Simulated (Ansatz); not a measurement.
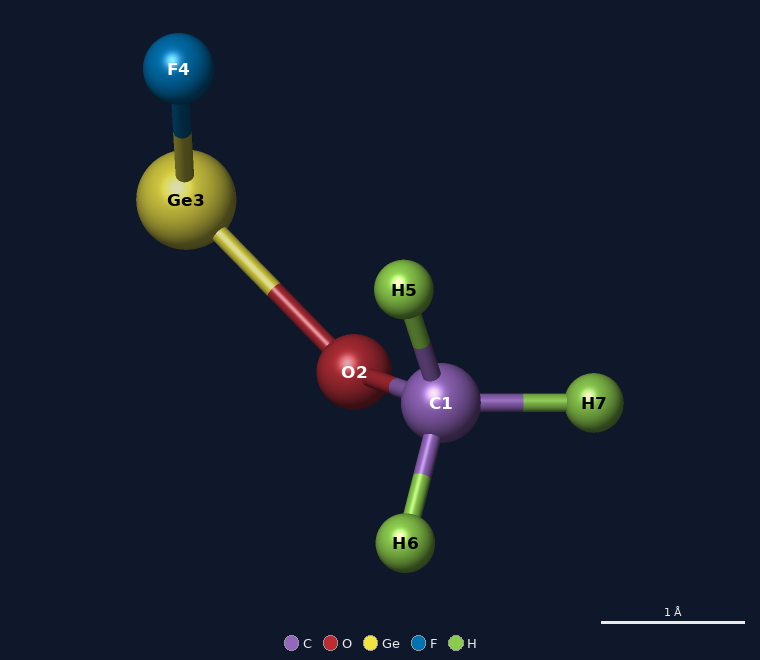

Source: calculation with Ansatz.

Atoms carry their numbers in the input. Geometry: atoms displaced at random (about 0.02 Å) from a stationary point of PBE0-D4.

List the bonds and their lengths.

| bond | length (Å) |
| --- | --- |
| C1–O2 | 1.397 |
| C1–H5 | 1.113 |
| C1–H6 | 1.100 |
| C1–H7 | 1.084 |
| O2–Ge3 | 1.757 |
| Ge3–F4 | 1.787 |
